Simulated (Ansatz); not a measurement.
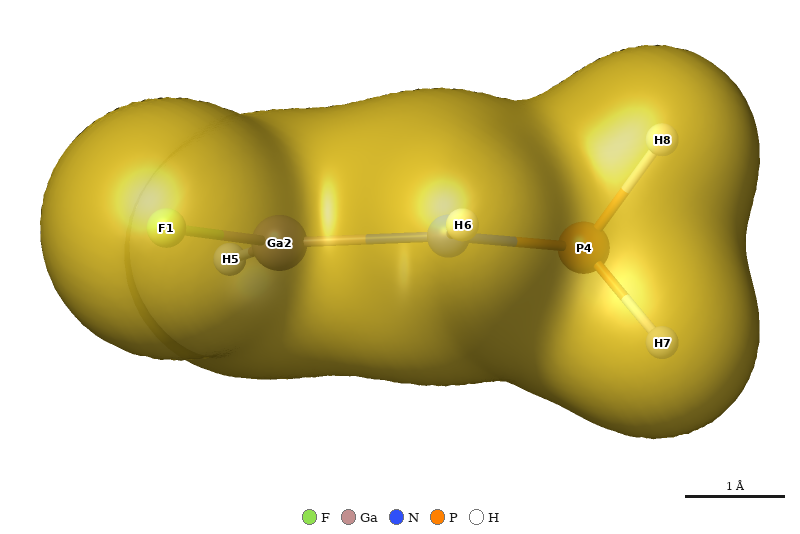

Figure. FGaH4NP. Isosurface of the total electron density at 0.05 e/Å³ (yellow), seen from one side.

Geometry: PBE0-D3(BJ)/def2-SVP.

Computed with Ansatz, isolated molecule in a Gaussian basis; Kohn-Sham density functional theory, functional PBE0.

```yaml
atoms:
  - { symbol: F, position_ang: [-2.4137, -1.1419, 1.1781] }
  - { symbol: Ga, position_ang: [-0.8806, -1.0832, 0.3227] }
  - { symbol: N, position_ang: [-0.7240, 0.4460, -0.6495] }
  - { symbol: P, position_ang: [0.6516, 0.8259, -1.6071] }
  - { symbol: H, position_ang: [0.1285, -2.2439, 0.4564] }
  - { symbol: H, position_ang: [-1.4988, 1.1042, -0.6163] }
  - { symbol: H, position_ang: [0.9046, 2.1802, -1.2086] }
  - { symbol: H, position_ang: [0.0333, 1.2376, -2.8340] }
```

**How is the density connected at this value?**

At this value the surface is in one piece. It bridges the sampled P–N (1.72 Å), Ga–F (1.76 Å), Ga–N (1.82 Å) and N–H (1.02 Å) contacts, where the density stays above the isovalue. On the grid the lowest density along these lines, outside the cores, is 1.1 e/Å³ (P–N, 1.72 Å), 0.88 e/Å³ (Ga–F, 1.76 Å), 0.92 e/Å³ (Ga–N, 1.82 Å) and 2.2 e/Å³ (N–H, 1.02 Å).
